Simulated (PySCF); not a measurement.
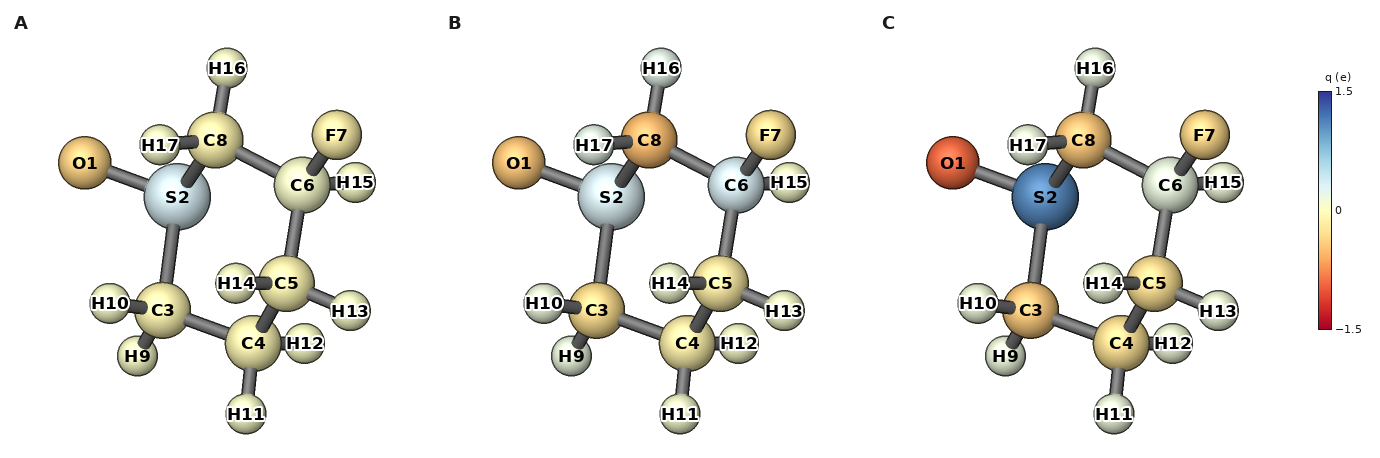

Atomic charges of one calculation by 3 schemes, on one colour scale. The computed structure is the end point of a GFN2-xTB optimisation. No frequency run is at hand to confirm it as a minimum. Level of theory: PBE0/pcSseg-1 (PySCF 2.14.0).

### The schemes are ESP-fitted, Hirshfeld, IAO. Which panel shows which?

A Hirshfeld, B ESP-fitted, C IAO.

List the charges (e), one line for each set of equivalent atoms.

| atom | Hirshfeld | ESP-fitted | IAO |
| --- | --- | --- | --- |
| O1 | −0.37 | −0.45 | −0.91 |
| S2 | 0.34 | 0.31 | 1.08 |
| C3 | −0.08 | −0.30 | −0.41 |
| C4 | −0.07 | −0.12 | −0.27 |
| C5 | −0.08 | −0.16 | −0.28 |
| C6 | 0.06 | 0.31 | 0.18 |
| F7 | −0.12 | −0.28 | −0.33 |
| C8 | −0.10 | −0.50 | −0.43 |
| H9 | 0.05 | 0.18 | 0.16 |
| H10 | 0.05 | 0.16 | 0.15 |
| H11 | 0.05 | 0.09 | 0.16 |
| H12 | 0.04 | 0.07 | 0.14 |
| H13 | 0.05 | 0.08 | 0.15 |
| H14 | 0.04 | 0.10 | 0.14 |
| H15 | 0.04 | 0.06 | 0.13 |
| H16 | 0.05 | 0.23 | 0.17 |
| H17 | 0.05 | 0.22 | 0.16 |
